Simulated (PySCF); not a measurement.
# NMR shielding calculation, with input and output: C8H10O2

- system: C8H10O2, SMILES COc1ccccc1OC
- method: GIAO WP04/pcSseg-1 NMR shielding, non-relativistic, IEF-PCM chloroform (PySCF 2.14.0)

The geometry comes from this level: PBE0-D3(BJ)/def2-SVP. Figures and captions count atoms from 1; the log counts them from 0 in places.

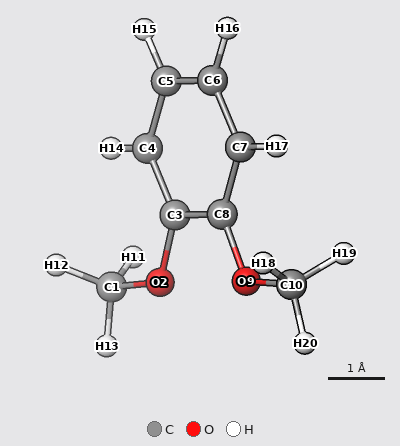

Fig. 1: The structure as given in the input (ball-and-stick view, seen at a tilt; atoms are numbered from 1 in the order of the input). Bond lengths as drawn: C–C 1.39 to 1.42 Å, C–H 1.09 to 1.11 Å and C–O 1.35 to 1.40 Å.

Summary

| quantity | value |
| --- | --- |
| outcome | converged |
| total energy | −471.911145 hartree |
| HOMO | −7.22 eV |
| LUMO | −2.03 eV |
| dipole moment | 0.46 D |
| isotropic shielding, C | 17.2 to 116.7 ppm |
| isotropic shielding, O | 228.0 to 228.3 ppm |
| isotropic shielding, H | 24.8 to 28.1 ppm |
| hardware | 1 CPU thread, shared host |
| wall time | 41 s |
| peak memory | 1.2 GiB |

Input file
```
{"job": {"xc": "WP04", "basis": "pcSseg-1", "solvent": "chloroform", "kind": "nmr", "pop": true}, "charge": 0, "multiplicity": 1}
C     -0.562952     3.037201     0.048496
O     -0.840427     1.722114    -0.331990
C      0.084866     0.774490    -0.084313
C      1.332065     1.006931     0.488699
C      2.226071    -0.049432     0.704019
C      1.870967    -1.340274     0.348424
C      0.618270    -1.588776    -0.226678
C     -0.278594    -0.547746    -0.448997
O     -1.501954    -0.685029    -0.996134
C     -1.935111    -1.967059    -1.345437
H      0.321789     3.442739    -0.473986
H     -0.397913     3.123693     1.137119
H     -1.440074     3.636871    -0.225741
H      1.620561     2.019705     0.772491
H      3.200324     0.155076     1.152986
H      2.560304    -2.170915     0.512805
H      0.347319    -2.608479    -0.501116
H     -1.992469    -2.635648    -0.466504
H     -1.279058    -2.435852    -2.101956
H     -2.940429    -1.853985    -1.771099
```

The first line tells a small driver script what to run in PySCF; the rest is the geometry in Å.

Launch command:
```bash
OMP_NUM_THREADS=1 python <driver script> task.json out
```

The program's output
```
coarse grid: 17064 points
cycle   1  E = -471.5711609371  dE =  1.516e+00  |g| = 1.091e+00  |ddm| = 4.352e+00
cycle   2  E = -471.2658252291  dE =  3.053e-01  |g| = 1.683e+00  |ddm| = 2.455e+00
cycle   3  E = -471.7769503641  dE = -5.111e-01  |g| = 2.724e-01  |ddm| = 1.722e+00
cycle   4  E = -471.7918222569  dE = -1.487e-02  |g| = 7.156e-02  |ddm| = 2.631e-01
cycle   5  E = -471.7926905337  dE = -8.683e-04  |g| = 3.966e-02  |ddm| = 8.505e-02
cycle   6  E = -471.7931039846  dE = -4.135e-04  |g| = 8.565e-03  |ddm| = 4.659e-02
cycle   7  E = -471.7931227010  dE = -1.872e-05  |g| = 2.306e-03  |ddm| = 9.411e-03
cycle   8  E = -471.7931239854  dE = -1.284e-06  |g| = 4.263e-04  |ddm| = 1.998e-03
final grid: 165800 points
cycle   9  E = -471.9111113295  dE = -8.235e-05  |g| = 1.276e-02  |ddm| = 7.500e-02
cycle  10  E = -471.9110605781  dE =  5.075e-05  |g| = 2.083e-02  |ddm| = 2.313e-02
cycle  11  E = -471.9111427583  dE = -8.218e-05  |g| = 2.977e-03  |ddm| = 1.687e-02
cycle  12  E = -471.9111448584  dE = -2.100e-06  |g| = 3.911e-04  |ddm| = 3.134e-03
cycle  13  E = -471.9111448741  dE = -1.570e-08  |g| = 2.894e-04  |ddm| = 5.794e-04
cycle  14  E = -471.9111448961  dE = -2.200e-08  |g| = 4.720e-05  |ddm| = 2.644e-04
cycle  15  E = -471.9111448965  dE = -4.579e-10  |g| = 1.702e-05  |ddm| = 5.060e-05
```

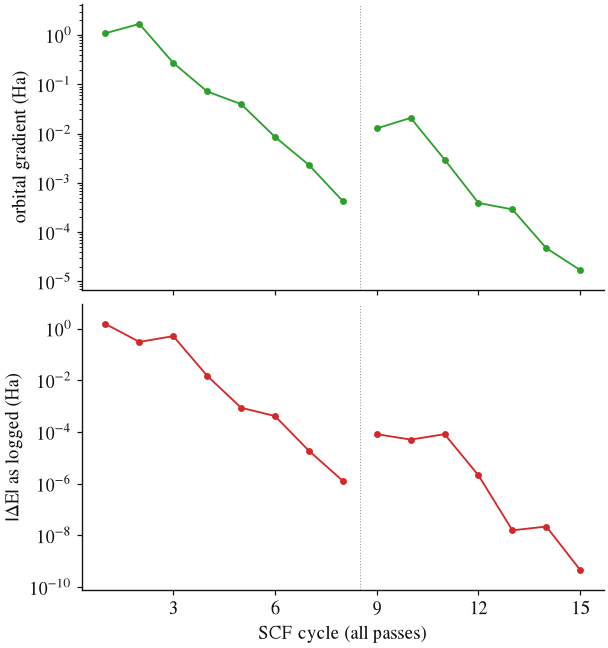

Fig. 2: Convergence of the self-consistent field: orbital gradient and size of the energy change against the SCF cycle. The dotted line marks the change from a coarse to the final integration grid. The first 8 cycles use a coarse grid, the final grid takes over at cycle 9, and the field converges after 15 cycles in all.

```
converged SCF energy = -471.9111448965

GIAO shielding tensors (ppm)
atom      isotropic    diamagn.    paramagn.     s11        s22        s33       span
  0 C      116.671     243.791    -127.119     88.798     97.353    163.861     75.063
  1 O      228.280     401.965    -173.684    140.260    245.804    298.776    158.516
  2 C       17.222     256.806    -239.585    -47.751     -1.375    100.791    148.542
  3 C       58.039     259.925    -201.886    -31.161     40.542    164.736    195.897
  4 C       47.295     255.706    -208.411    -59.618     39.856    161.648    221.266
  5 C       47.289     255.686    -208.397    -59.618     39.810    161.675    221.293
  6 C       58.102     259.949    -201.847    -31.084     40.605    164.785    195.869
  7 C       17.248     256.778    -239.530    -47.748     -1.348    100.840    148.588
  8 O      227.993     401.958    -173.965    140.255    245.286    298.436    158.182
  9 C      116.466     243.846    -127.380     88.538     97.204    163.656     75.118
 10 H       27.975      28.531      -0.556     24.351     25.793     33.781      9.430
 11 H       28.063      29.452      -1.389     24.567     25.742     33.880      9.314
 12 H       27.608      27.290       0.318     23.170     26.299     33.355     10.185
 13 H       25.031      33.422      -8.390     20.650     24.700     29.744      9.094
 14 H       24.791      30.340      -5.549     21.289     25.745     27.338      6.049
 15 H       24.794      30.366      -5.572     21.293     25.747     27.343      6.050
 16 H       25.038      33.488      -8.450     20.659     24.706     29.750      9.091
 17 H       28.023      29.422      -1.398     24.541     25.673     33.857      9.316
 18 H       27.951      28.572      -0.620     24.327     25.799     33.728      9.402
 19 H       27.595      27.302       0.294     23.160     26.290     33.336     10.176
```

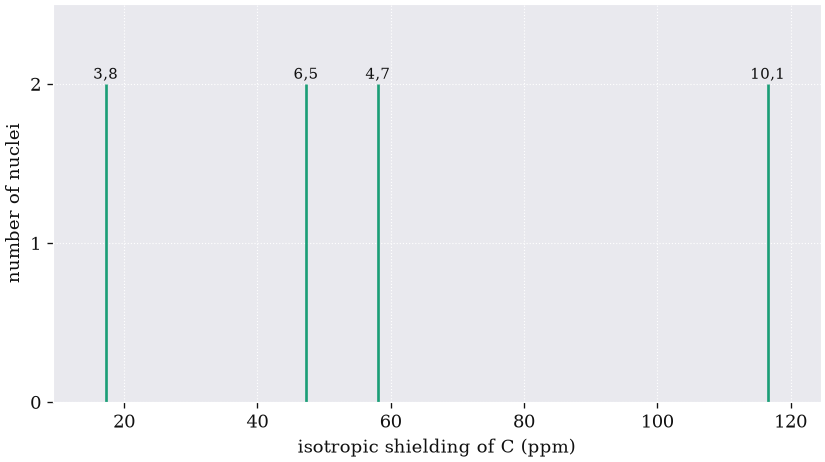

Fig. 3: Isotropic shieldings of the carbon nuclei in this fixed geometry, labelled by atom number; shielding grows to the right, so chemical shift grows to the left. The least shielded is C3 (17.2 ppm), the most shielded C1 (116.7 ppm).

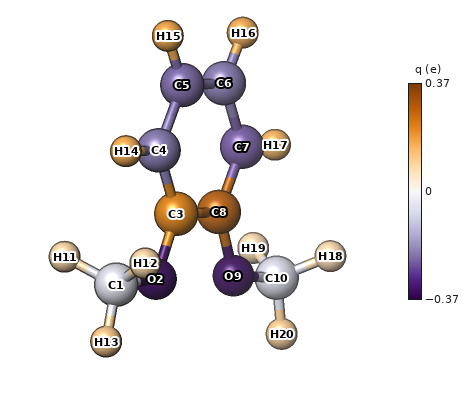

Fig. 4: ESP-fitted charges, as the colour of each atom (ball-and-stick view, seen at a tilt; atoms are numbered from 1 in the order of the input). By element: C −0.25 to +0.29, O −0.35 and H +0.08 to +0.17 e.
